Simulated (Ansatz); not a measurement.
## Molecular dynamics of GeClF₄ (part 2 of 2)

GeClF₄, multiplicity 2; UKS PBE0-D4/def2-SVP (Ansatz 0.2.0). It belongs to a series of runs on one base structure; here: dynamics from the highest image of the converged band.

Geometry of the input (Å):
```
Ge -0.0360  0.0000  -0.0431
Cl -0.2385  0.0000  2.0436
F  1.6051  0.0000  -0.5049
F  -0.7658  1.3758  -0.7364
F  -0.7658  -1.3758  -0.7364
F  0.2026  0.0000  5.0388
```

**What the program printed, continued**
```
md step    80: t =    40.00 fs  T =    40.8 K  F+E_penalty+E_count = -79867.99750401 eV  E_kin = 0.021107 eV  conserved = -79867.97639714 eV  (169 SCF iters)
md step    81: t =    40.50 fs  T =    41.9 K  F+E_penalty+E_count = -79867.99803931 eV  E_kin = 0.021641 eV  conserved = -79867.97639791 eV  (141 SCF iters)
md step    82: t =    41.00 fs  T =    42.7 K  F+E_penalty+E_count = -79867.99845795 eV  E_kin = 0.022059 eV  conserved = -79867.97639853 eV  (142 SCF iters)
these checks for a lower state are left out or cut short: starts, cluster_reference, orbital_swaps, neighbouring_geometries, increment
1056 factors; integrals over basis functions are off by at most 3.2e-4 eV
mean field evaluation 2176: about -79867.8884 eV, gradient 4.1e-9 eV
mean field -79867.88843568 eV, -2935.0907636121 hartree, gradient 3.3e-10 eV, S^2 0.751108; 0 other end points of the search recorded, 0 dependent functions left out
the calculation of the forces begins
reference -79867.88845522 eV, -2935.0907643300 hartree; 43, 42 occupied and 63, 64 virtual orbitals, 1056 factors
1056 factors; integrals over basis functions are off by at most 3.2e-4 eV
mean field evaluation 2208: about -79867.8791 eV, gradient 1.8e0 eV
mean field -79867.88843568 eV, -2935.0907636121 hartree, gradient 3.4e-10 eV, S^2 0.751108; 5 other end points of the search recorded, 0 dependent functions left out
the calculation of the forces begins
reference -79867.88845522 eV, -2935.0907643300 hartree; 43, 42 occupied and 63, 64 virtual orbitals, 1056 factors
md step    83: t =    41.50 fs  T =    43.2 K  F+E_penalty+E_count = -79867.99875047 eV  E_kin = 0.022352 eV  conserved = -79867.97639896 eV  (152 SCF iters)
```

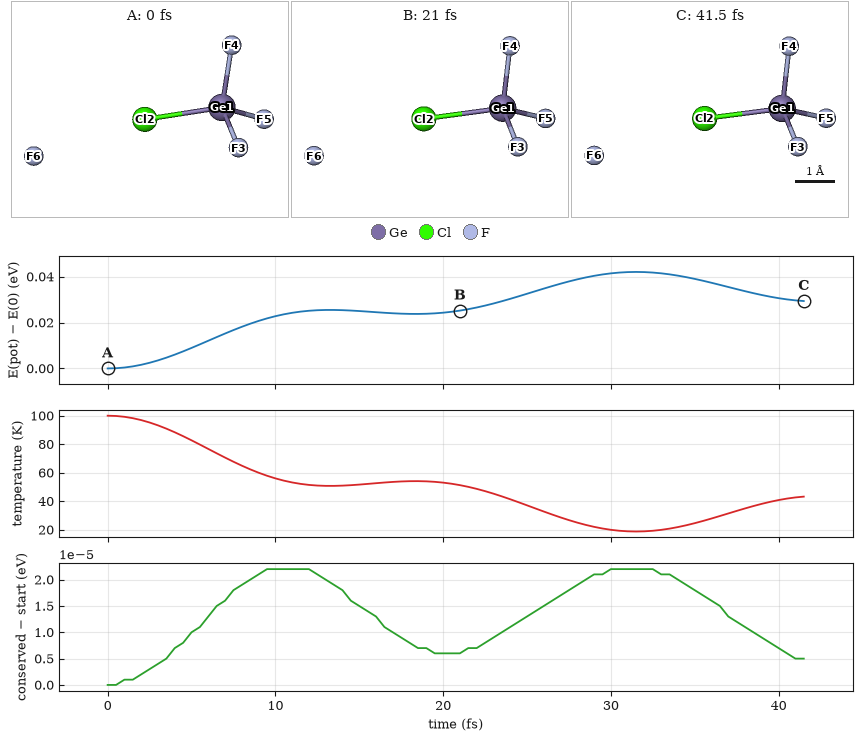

Fig. 1: Frames of the molecular dynamics (ball-and-stick, seen at a tilt) above the curves, on which the letters mark them. The trajectory kept here has 84 frames over 41.5 fs. The temperature starts at 100 K, ranges from 19 to 100 K and averages 32 K over the second half. The potential energy ends 0.029 eV above its first value. The conserved quantity stays within 2.2e-05 eV. After an unweighted best fit of the last frame on the first, the root-mean-square displacement is 0.05 Å.

```
Total energy: -79867.99877001 eV, -2935.0948183239 hartree
Atom 0 at    -0.038707    -0.034791    -0.038491 Å, force     0.159526     0.414446    -0.283074 eV/Å
Atom 1 at    -0.232570     0.036924     2.036031 Å, force    -0.036531    -0.224175     0.266686 eV/Å
Atom 2 at     1.605310     0.042546    -0.499193 Å, force    -0.108772    -0.219631     0.016934 eV/Å
Atom 3 at    -0.746896     1.381767    -0.668663 Å, force    -0.126500    -0.003833    -0.148384 eV/Å
Atom 4 at    -0.782010    -1.371093    -0.796448 Å, force     0.111607     0.032948     0.146300 eV/Å
Atom 5 at     0.198944     0.010886     5.022189 Å, force     0.000671     0.000245     0.001538 eV/Å
Dipole moment:    -0.035108    -0.082327     0.275982 e Å
```

**Trajectory as extended XYZ (Å, eV, eV/Å), 15 of the 84 frames kept, from step=0 to step=83**
```
6
Properties=species:S:1:pos:R:3:forces:R:3 step=0 time_fs=0.0 energy=-79868.02811 temperature=100.0
Ge   -0.0360    0.0000   -0.0431    0.0045   0.0000  -0.0013
Cl   -0.2385    0.0000    2.0436   -0.0013   0.0000   0.0031
F     1.6051    0.0000   -0.5049   -0.0003   0.0000   0.0004
F    -0.7658    1.3758   -0.7364   -0.0015  -0.0004  -0.0007
F    -0.7658   -1.3758   -0.7364   -0.0015   0.0004  -0.0007
F     0.2026    0.0000    5.0388    0.0002   0.0000  -0.0008
6
Properties=species:S:1:pos:R:3:forces:R:3 step=6 time_fs=3.0 energy=-79868.02460 temperature=93.2
Ge   -0.0334   -0.0045   -0.0458   -0.4619   0.0598   0.1865
Cl   -0.2384    0.0046    2.0485    0.0099  -0.0279  -0.1423
F     1.5975    0.0070   -0.5016    0.3670  -0.0307  -0.1108
F    -0.7636    1.3791   -0.7302    0.0244  -0.0832   0.0183
F    -0.7702   -1.3782   -0.7433    0.0598   0.0821   0.0491
F     0.2023    0.0008    5.0376    0.0008   0.0000  -0.0008
6
Properties=species:S:1:pos:R:3:forces:R:3 step=12 time_fs=6.0 energy=-79868.01604 temperature=76.7
Ge   -0.0313   -0.0090   -0.0483   -0.8502   0.1174   0.3550
Cl   -0.2383    0.0091    2.0530    0.0197  -0.0560  -0.2716
F     1.5915    0.0138   -0.4989    0.6742  -0.0571  -0.2034
F    -0.7612    1.3820   -0.7240    0.0424  -0.1523   0.0299
F    -0.7744   -1.3802   -0.7500    0.1127   0.1479   0.0912
F     0.2020    0.0016    5.0365    0.0013   0.0000  -0.0011
6
Properties=species:S:1:pos:R:3:forces:R:3 step=18 time_fs=9.0 energy=-79868.00740 temperature=60.0
Ge   -0.0303   -0.0133   -0.0503   -1.0655   0.1737   0.4842
Cl   -0.2381    0.0135    2.0568    0.0273  -0.0836  -0.3770
F     1.5885    0.0204   -0.4970    0.8402  -0.0812  -0.2551
F    -0.7587    1.3843   -0.7176    0.0464  -0.1956   0.0294
F    -0.7781   -1.3815   -0.7564    0.1499   0.1868   0.1200
F     0.2017    0.0024    5.0353    0.0017  -0.0001  -0.0015
6
Properties=species:S:1:pos:R:3:forces:R:3 step=24 time_fs=12.0 energy=-79868.00298 temperature=51.5
Ge   -0.0305   -0.0174   -0.0518   -1.0507   0.2301   0.5611
Cl   -0.2379    0.0177    2.0597    0.0322  -0.1102  -0.4533
F     1.5893    0.0266   -0.4963    0.8156  -0.1062  -0.2526
F    -0.7559    1.3856   -0.7111    0.0336  -0.2066   0.0143
F    -0.7811   -1.3820   -0.7621    0.1673   0.1930   0.1322
F     0.2014    0.0032    5.0341    0.0020  -0.0002  -0.0018
6
Properties=species:S:1:pos:R:3:forces:R:3 step=30 time_fs=15.0 energy=-79868.00310 temperature=51.7
Ge   -0.0319   -0.0212   -0.0526   -0.8117   0.2871   0.5844
Cl   -0.2376    0.0216    2.0615    0.0342  -0.1352  -0.4976
F     1.5938    0.0323   -0.4968    0.6068  -0.1345  -0.1982
F    -0.7530    1.3861   -0.7046    0.0042  -0.1841  -0.0146
F    -0.7833   -1.3816   -0.7673    0.1642   0.1669   0.1279
F     0.2011    0.0040    5.0329    0.0022  -0.0002  -0.0019
6
Properties=species:S:1:pos:R:3:forces:R:3 step=36 time_fs=18.0 energy=-79868.00435 temperature=54.1
Ge   -0.0342   -0.0247   -0.0527   -0.4140   0.3426   0.5630
Cl   -0.2372    0.0252    2.0621    0.0333  -0.1579  -0.5086
F     1.6010    0.0374   -0.4981    0.2723  -0.1661  -0.1085
F    -0.7501    1.3856   -0.6981   -0.0381  -0.1333  -0.0544
F    -0.7848   -1.3805   -0.7719    0.1441   0.1150   0.1101
F     0.2008    0.0047    5.0317    0.0023  -0.0003  -0.0016
6
Properties=species:S:1:pos:R:3:forces:R:3 step=42 time_fs=21.0 energy=-79868.00292 temperature=51.3
Ge   -0.0371   -0.0277   -0.0522    0.0458   0.3922   0.5089
Cl   -0.2367    0.0284    2.0615    0.0296  -0.1780  -0.4866
F     1.6094    0.0417   -0.4999   -0.1043  -0.1984  -0.0062
F    -0.7473    1.3846   -0.6919   -0.0870  -0.0643  -0.0997
F    -0.7856   -1.3788   -0.7760    0.1137   0.0488   0.0847
F     0.2005    0.0055    5.0305    0.0023  -0.0003  -0.0011
6
Properties=species:S:1:pos:R:3:forces:R:3 step=47 time_fs=23.5 energy=-79867.99884 temperature=43.4
Ge   -0.0395   -0.0299   -0.0512    0.4075   0.4255   0.4448
Cl   -0.2363    0.0307    2.0601    0.0247  -0.1924  -0.4440
F     1.6161    0.0446   -0.5015   -0.3937  -0.2231   0.0734
F    -0.7454    1.3836   -0.6870   -0.1273  -0.0029  -0.1369
F    -0.7859   -1.3772   -0.7792    0.0866  -0.0069   0.0632
F     0.2003    0.0062    5.0295    0.0021  -0.0002  -0.0006
6
Properties=species:S:1:pos:R:3:forces:R:3 step=53 time_fs=26.5 energy=-79867.99224 temperature=30.7
Ge   -0.0419   -0.0321   -0.0497    0.7516   0.4529   0.3482
Cl   -0.2357    0.0331    2.0573    0.0171  -0.2065  -0.3660
F     1.6225    0.0472   -0.5030   -0.6617  -0.2470   0.1487
F    -0.7435    1.3823   -0.6818   -0.1683   0.0623  -0.1749
F    -0.7859   -1.3754   -0.7826    0.0594  -0.0615   0.0439
F     0.2001    0.0070    5.0282    0.0019  -0.0002   0.0000
6
Properties=species:S:1:pos:R:3:forces:R:3 step=59 time_fs=29.5 energy=-79867.98717 temperature=20.9
Ge   -0.0434   -0.0337   -0.0477    0.9520   0.4656   0.2313
Cl   -0.2350    0.0349    2.0537    0.0078  -0.2171  -0.2626
F     1.6259    0.0487   -0.5039   -0.8112  -0.2621   0.1931
F    -0.7424    1.3812   -0.6773   -0.1948   0.1056  -0.2001
F    -0.7856   -1.3738   -0.7859    0.0445  -0.0919   0.0377
F     0.1998    0.0077    5.0270    0.0017  -0.0001   0.0005
6
Properties=species:S:1:pos:R:3:forces:R:3 step=65 time_fs=32.5 energy=-79867.98634 temperature=19.3
Ge   -0.0437   -0.0348   -0.0454    0.9849   0.4649   0.0978
Cl   -0.2344    0.0363    2.0495   -0.0026  -0.2241  -0.1394
F     1.6256    0.0489   -0.5039   -0.8260  -0.2669   0.2018
F    -0.7422    1.3807   -0.6738   -0.2029   0.1185  -0.2089
F    -0.7851   -1.3727   -0.7890    0.0453  -0.0924   0.0478
F     0.1996    0.0085    5.0258    0.0014   0.0000   0.0010
6
Properties=species:S:1:pos:R:3:forces:R:3 step=71 time_fs=35.5 energy=-79867.98993 temperature=26.2
Ge   -0.0429   -0.0353   -0.0430    0.8479   0.4537  -0.0429
Cl   -0.2337    0.0370    2.0449   -0.0138  -0.2274  -0.0039
F     1.6217    0.0480   -0.5030   -0.7040  -0.2608   0.1732
F    -0.7430    1.3807   -0.6712   -0.1917   0.0995  -0.2008
F    -0.7844   -1.3719   -0.7919    0.0605  -0.0652   0.0731
F     0.1994    0.0093    5.0246    0.0011   0.0001   0.0013
6
Properties=species:S:1:pos:R:3:forces:R:3 step=77 time_fs=38.5 energy=-79867.99533 temperature=36.6
Ge   -0.0412   -0.0353   -0.0406    0.5592   0.4357  -0.1754
Cl   -0.2331    0.0373    2.0403   -0.0253  -0.2273   0.1348
F     1.6145    0.0458   -0.5014   -0.4556  -0.2444   0.1093
F    -0.7446    1.3811   -0.6695   -0.1643   0.0548  -0.1788
F    -0.7834   -1.3715   -0.7944    0.0852  -0.0190   0.1086
F     0.1992    0.0101    5.0234    0.0009   0.0002   0.0014
6
Properties=species:S:1:pos:R:3:forces:R:3 step=83 time_fs=41.5 energy=-79867.99875 temperature=43.2
Ge   -0.0387   -0.0348   -0.0385    0.1595   0.4144  -0.2831
Cl   -0.2326    0.0369    2.0360   -0.0365  -0.2242   0.2667
F     1.6053    0.0425   -0.4992   -0.1088  -0.2196   0.0169
F    -0.7469    1.3818   -0.6687   -0.1265  -0.0038  -0.1484
F    -0.7820   -1.3711   -0.7964    0.1116   0.0329   0.1463
F     0.1989    0.0109    5.0222    0.0007   0.0002   0.0015
```

**Summary**

- outcome: finished
- mean temperature over the second half: 32 K
- trajectory: 83 steps, 41.5 fs
- ensemble: nve
- temperature in the input: 100.0 K
- time step: 0.5 fs
- potential energy (last step): −79867.9988 eV
- mean-field energy (last step): −79867.8885 eV
- ⟨S²⟩ (last step): 0.751
- largest force (length of the vector) (last step): 0.527 eV/Å
- wall time: 16 min (CPU time 62 min)
- peak memory: 0.6 GiB

**Remarks**

So short a trajectory is not equilibrated.
